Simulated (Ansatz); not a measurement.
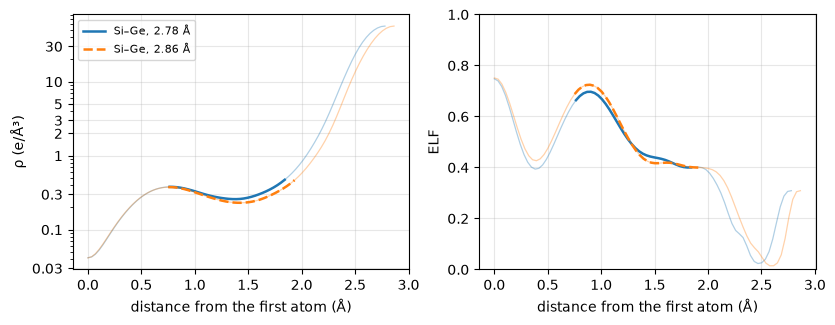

The picture shows: Si$_{5}$Ge. Valence pseudo-density and electron localisation function along straight lines between neighbouring atoms. Thin, pale parts lie inside the atomic spheres.

Space group P-62m; a structure generated by program, which may or may not match a known phase.

The calculation used DFT PBE, scalar-relativistic, plane waves, PAW (Ansatz 0.2.0).

Core electrons are frozen (PAW), and the valence fields are smoothed inside the atomic spheres.

**What can be read from the curves?**

Si–Ge (2.78 Å): ρ is about 0.26 e/Å³ halfway; the ELF peaks at about 0.70 in the valence shell of Si, 0.9 Å from its nucleus, and is about 0.45 at the midpoint.
Si–Ge (2.86 Å): the density is about 0.23 e/Å³ at the midpoint; the ELF peaks at about 0.70 in the valence shell of Si, 0.9 Å from its nucleus, and is about 0.40 at the midpoint.
